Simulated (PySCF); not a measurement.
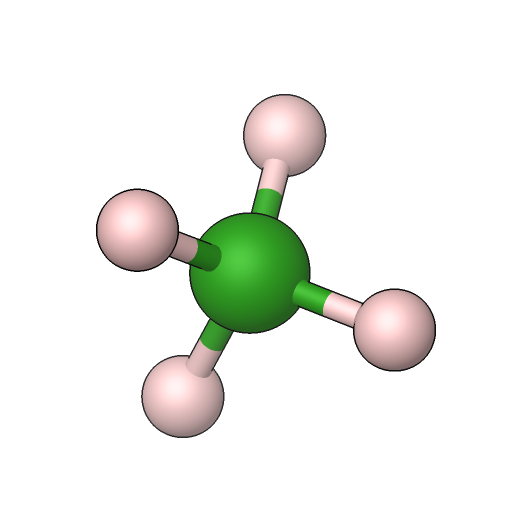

Colours: boron green, hydrogen pink.

State: charge −1, singlet. The geometry was computed by an optimisation with PBE0-D3(BJ)/def2-TZVP. No frequency run is at hand to confirm it as a minimum.

Describe the molecule.

It has 5 atoms: 1 boron and 4 hydrogen (BH₄⁻). SMILES: `[BH4-]`. Among its groups: B–H bond. The point group is Td. Coordination: 1 B tetrahedral.

The parts below concern this one geometry. Atoms keep their numbers from picture to picture.

### Shape

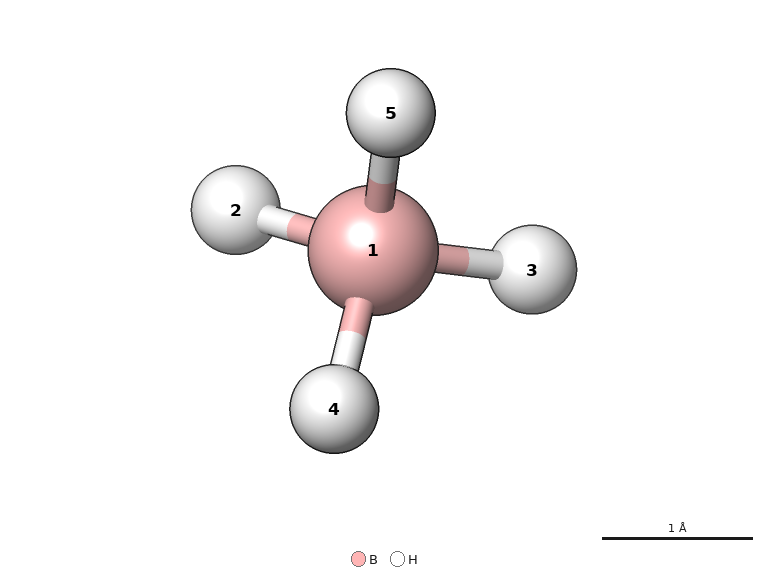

Numbered structure. No frequency run is at hand to confirm it as a minimum.

List the bonds and their lengths.

| bond | length (Å) | order |
| --- | --- | --- |
| B1–H2 | 1.238 | single |
| B1–H3 | 1.239 | single |
| B1–H4 | 1.239 | single |
| B1–H5 | 1.238 | single |

### Charges

The questions are on Hirshfeld charges. No frequency run is at hand to confirm it as a minimum. Level of theory: PBE0/pcSseg-2, gas phase (PySCF 2.14.0).

List the Hirshfeld charges.

| atom | value (e) |
| --- | --- |
| B1 | −0.30 |
| H2 | −0.17 |
| H3 | −0.17 |
| H4 | −0.17 |
| H5 | −0.17 |

### Levels of theory compared

No frequency run is at hand to confirm it as a minimum. Program: PySCF 2.14.0.

At this fixed geometry, give HOMO energy (eV) at these levels: B3LYP/pcJ-2; B97-2/pcJ-2; B97-2/pcSseg-2; KT3/pcSseg-2; PBE0/pcJ-2; PBE0/pcSseg-2; WP04/pcSseg-2 in chloroform (IEF-PCM); ωB97X-D/pcSseg-2; ωB97X-D/pcSseg-2 in chloroform (IEF-PCM).

```csv
level,HOMO energy (eV)
B3LYP/pcJ-2,−1.77
B97-2/pcJ-2,−1.69
B97-2/pcSseg-2,−1.69
KT3/pcSseg-2,−0.68
PBE0/pcJ-2,−1.94
PBE0/pcSseg-2,−1.94
WP04/pcSseg-2 in chloroform (IEF-PCM),−7.39
ωB97X-D/pcSseg-2,−3.92
ωB97X-D/pcSseg-2 in chloroform (IEF-PCM),−8.36
```

### Spin–spin coupling

No frequency run is at hand to confirm it as a minimum. Properties computed with PBE0/pcJ-2 indirect spin-spin coupling, non-relativistic, gas phase (PySCF 2.14.0). Isotopes: 11B, 1H.

Give the spin–spin coupling constants of these pairs, with the number of bonds between them: B1/H4, B1/H5, B1/H2, B1/H3, H2/H3, H2/H5, H2/H4, H3/H4.

```
  pair  bonds apart  J (Hz)
B1, H4            1    80.3
B1, H5            1    80.2
B1, H2            1    80.3
B1, H3            1    80.2
H2, H3            2   −12.6
H2, H5            2   −12.5
H2, H4            2   −12.5
H3, H4            2   −12.6
```
